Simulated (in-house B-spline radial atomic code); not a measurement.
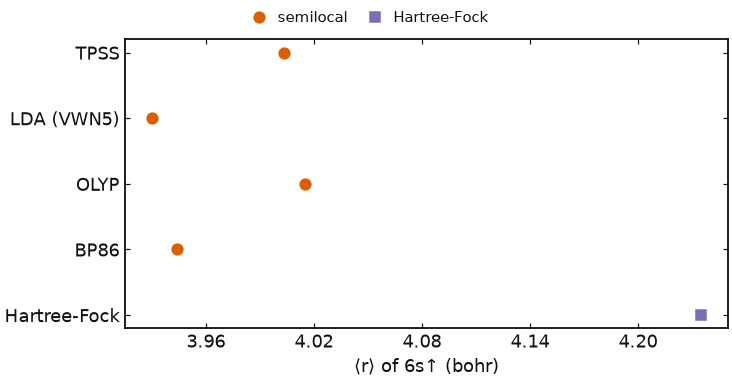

System: the Nd⁺ ion, configuration [Xe] 4f4 6s1 (high spin). All runs are scalar-relativistic, spin-polarised and spherical, computed with an in-house B-spline radial code (spin-free X2C). Hartree-Fock is the average over the configuration. The plot shows the mean radius (bohr) of the 6s up orbital by 5 methods.

Question: How much do the methods differ, and in which order?

Answer: The most compact is LDA (VWN5) (3.930) and the most diffuse Hartree-Fock (4.235), a spread of 7.6 %. In order (bohr): LDA (VWN5) (3.930), BP86 (3.944), TPSS (4.003), OLYP (4.015), Hartree-Fock (4.235).
